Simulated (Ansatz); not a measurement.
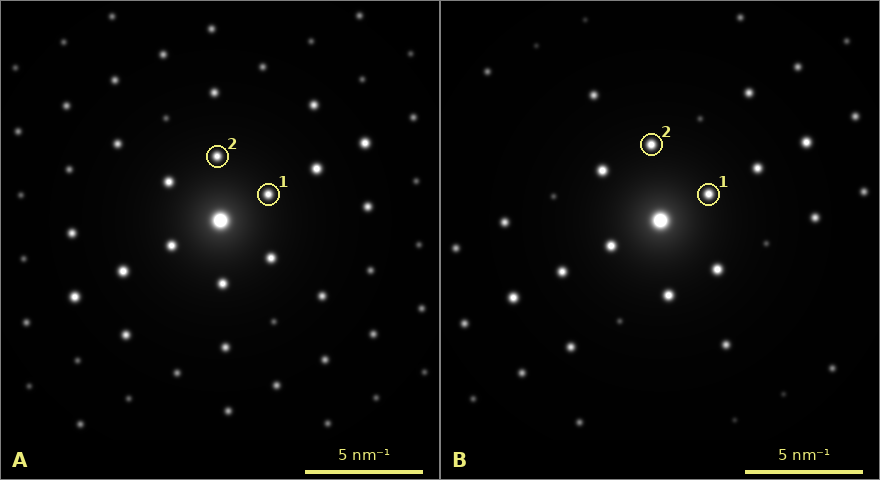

Kinematic electron diffraction patterns (300 kV, B = 0.5 Å², same scale) along [111] of the run's own cell, for the start and the end of one relaxation of Mg2Au2O7 with DFT, PAW plane waves, r2scan (Ansatz). k mesh 4×4×4. The start is a generated model structure, and the relaxation ends in the nearest stationary point of its symmetry, not necessarily the ground state. Spot 1 is -1 1 0 and spot 2 is -1 0 1 in both.

Start structure:

```
O Mg Au
1.0
     3.29574    4.20473    0.00000
     3.29574   -4.20473    0.00000
     1.11433    0.00000   -4.44290
O Mg Au
7 2 2
Direct
  0.00000 0.00000 0.00000
  0.38800 0.07800 0.29000
  0.92200 0.61200 0.71000
  0.61200 0.92200 0.71000
  0.07800 0.38800 0.29000
  0.40500 0.40500 0.77800
  0.59500 0.59500 0.22200
  0.30600 0.69400 0.50000
  0.69400 0.30600 0.50000
  0.21700 0.21700 0.10500
  0.78300 0.78300 0.89500
```

Which pattern belongs to the start structure, and which to the relaxed one?

Answer. B is the start: its cell gives d(1) = 4.205 Å, d(2) = 3.066 Å and an angle of 68.6°. A is the relaxed structure, with d(1) = 4.246 Å (+1.0 %), d(2) = 3.647 Å (+19.0 %) and 64.6°.

Name reflections whose intensity changes strongly on relaxation.

Answer. 0 2 -2, 1 -3 2 come into sight; 2 1 -3 goes from 0.2 to 13 % of the strongest spot; 1 1 -2 goes from 23 to 1.8 % of the strongest spot.

What did the relaxation do to the structure and the energy?

Answer. The volume changed by +23.4 % to 13.81 Å³ an atom; with the mean shift removed, the atoms moved by up to 0.37 Å relative to the cell (O most); the space group stayed C2/m (No. 12); the free energy fell by 1900 meV an atom. Relaxed cell: a = 5.376 Å, b = 5.376 Å, c = 5.439 Å, α = 87.36°, β = 87.36°, γ = 104.33°.
